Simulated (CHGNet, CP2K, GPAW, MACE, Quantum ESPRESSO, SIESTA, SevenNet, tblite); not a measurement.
# Random rock-salt (Ti, Nb, Ta, Hf)C solid solution (64 atoms): atom by atom

This is the built cell with every atom moved at random. Method: Kohn-Sham DFT, PBE, GTH-PBE pseudopotentials, Gaussian and plane waves, DZVP-MOLOPT-SR-GTH, diagonalisation; 800/50 Ry; levels smeared at 580 K (CP2K 2026.2); Γ point.

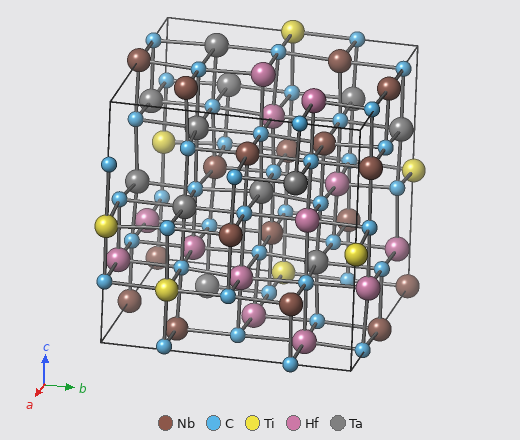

The structure (niobium brown, carbon blue, titanium yellow, hafnium pink, tantalum grey). Some periodic images of atoms are drawn too.

Cell vectors (Å):

```
8.990 0.000 0.000
0.000 8.990 0.000
0.000 0.000 8.990
```

Positions in Å, forces in eV/Å, q the Hirshfeld charge in e:

```csv
atom,x,y,z,q,fx,fy,fz
Nb1,0.059,8.975,0.040,0.47,-1.038,0.787,-0.614
C2,2.243,0.007,8.926,-0.36,0.283,-0.021,0.014
Ti3,8.930,2.277,2.218,0.20,0.277,-0.081,0.304
C4,2.191,2.263,2.246,-0.34,0.035,0.505,-0.183
Hf5,2.226,0.029,2.194,0.26,0.438,-0.469,0.654
C6,0.003,0.044,2.285,-0.35,-0.307,0.071,-0.488
Ta7,2.248,2.273,0.025,0.34,-0.482,0.129,0.219
C8,8.891,2.248,0.089,-0.33,1.678,0.348,-0.989
Ti9,0.015,0.033,4.353,0.22,-0.351,0.139,1.217
C10,2.284,8.949,4.481,-0.33,-0.277,1.449,0.227
Ta11,0.045,2.296,6.770,0.33,-1.230,-1.055,0.089
C12,2.278,2.220,6.733,-0.34,-0.220,-0.636,0.340
Ta13,2.208,0.003,6.653,0.32,-0.077,0.094,0.342
C14,0.029,0.048,6.661,-0.32,0.325,-0.124,0.689
Nb15,2.268,2.393,4.485,0.47,-1.256,-3.335,-1.443
C16,8.952,2.215,4.524,-0.32,0.094,0.385,-0.129
Ti17,0.051,4.515,0.024,0.19,-0.626,-0.331,-0.252
C18,2.230,4.497,0.029,-0.35,0.140,-0.064,-0.372
Nb19,0.010,6.759,2.231,0.48,-0.466,-0.642,0.133
C20,2.238,6.726,2.185,-0.36,0.814,0.337,-0.172
Nb21,2.235,4.498,2.268,0.46,-0.836,-0.195,-0.682
C22,0.015,4.495,2.269,-0.35,0.415,-0.136,-0.182
Nb23,2.217,6.703,8.931,0.47,0.912,-0.054,1.148
C24,8.970,6.810,8.975,-0.35,0.811,-1.118,-0.085
Nb25,0.040,4.507,4.563,0.47,-1.654,-0.243,-1.925
C26,2.254,4.498,4.546,-0.38,0.411,0.904,-2.124
Ta27,8.962,6.742,6.740,0.34,0.821,0.531,-0.432
C28,2.333,6.825,6.766,-0.34,-1.527,-0.595,-0.896
Hf29,2.252,4.381,6.611,0.25,0.103,2.844,4.222
C30,0.002,4.557,6.721,-0.34,0.123,-0.611,1.178
Hf31,2.285,6.799,4.384,0.26,-1.081,-1.106,1.306
C32,0.057,6.719,4.458,-0.33,-0.956,0.529,0.820
Nb33,4.493,0.001,8.972,0.47,-0.805,-1.036,0.444
C34,6.736,8.898,8.972,-0.38,0.457,2.136,0.636
Hf35,4.472,2.191,2.230,0.26,-0.790,2.124,-0.412
C36,6.620,2.271,2.242,-0.34,2.186,-0.588,0.584
Hf37,6.639,8.987,2.272,0.26,3.287,0.516,-0.270
C38,4.560,0.012,2.256,-0.34,-2.117,-0.776,0.161
Nb39,6.661,2.186,8.954,0.47,2.019,0.329,0.244
C40,4.602,2.173,8.923,-0.35,-2.423,0.921,0.293
Ta41,4.513,0.115,4.465,0.34,-0.445,-2.434,0.241
C42,6.760,8.977,4.569,-0.33,-0.146,0.625,-0.732
Ta43,4.484,2.164,6.701,0.32,0.357,1.131,0.379
C44,6.778,2.364,6.761,-0.35,-0.197,-1.602,-0.457
Nb45,6.689,8.930,6.767,0.47,1.967,1.256,-0.604
C46,4.603,8.977,6.807,-0.35,-2.107,0.401,-1.557
Ta47,6.674,2.309,4.532,0.35,1.437,-0.819,-0.478
C48,4.444,2.191,4.405,-0.33,0.817,1.627,1.979
Hf49,4.549,4.479,8.985,0.27,-1.209,0.262,0.029
C50,6.821,4.424,0.040,-0.36,-0.210,0.751,-0.860
Ta51,4.564,6.650,2.242,0.34,-1.236,1.149,-0.338
C52,6.792,6.791,2.270,-0.34,-0.666,-0.961,0.427
Hf53,6.800,4.447,2.184,0.28,-0.793,0.800,1.492
C54,4.415,4.564,2.299,-0.33,1.270,-1.126,-0.049
Hf55,6.689,6.790,0.037,0.24,1.466,-1.869,-0.719
C56,4.573,6.766,0.056,-0.36,-2.034,-0.437,-0.704
Ta57,4.520,4.574,4.616,0.31,-0.034,-2.132,-2.594
C58,6.727,4.472,4.564,-0.34,0.098,0.341,-0.469
Nb59,4.444,6.736,6.637,0.47,0.628,0.448,2.057
C60,6.733,6.788,6.781,-0.36,0.603,-0.504,-0.278
Nb61,6.720,4.502,6.793,0.47,0.909,0.117,-0.047
C62,4.531,4.475,6.761,-0.35,-0.361,0.004,-0.078
Hf63,6.675,6.727,4.554,0.25,1.947,0.377,-1.285
C64,4.464,6.700,4.407,-0.34,0.811,0.724,1.021
```

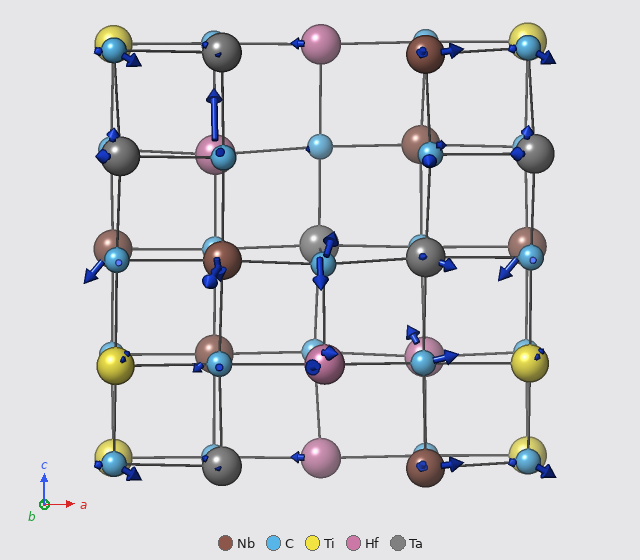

The forces as arrows, the longest 5.09 eV/Å. Drawn is a slice 4 Å thick, seen along the normal of the ac plane.

Only the Γ point is sampled, in a cell whose shortest periodic width is 9 Å.

The r.m.s. force component is 1.07 eV/Å; the longest force, 5.09 eV/Å, acts on Hf29.

[Logs are printed without paths, hosts, clocks, repeated set-up lines and the standing remarks that a program may print on its own settings, such as how far it seeks lower states.]

[Hosts, paths, dates, database ids (printed as entryN), source tags and the programs' standing remarks are cut or masked in the printed files.]
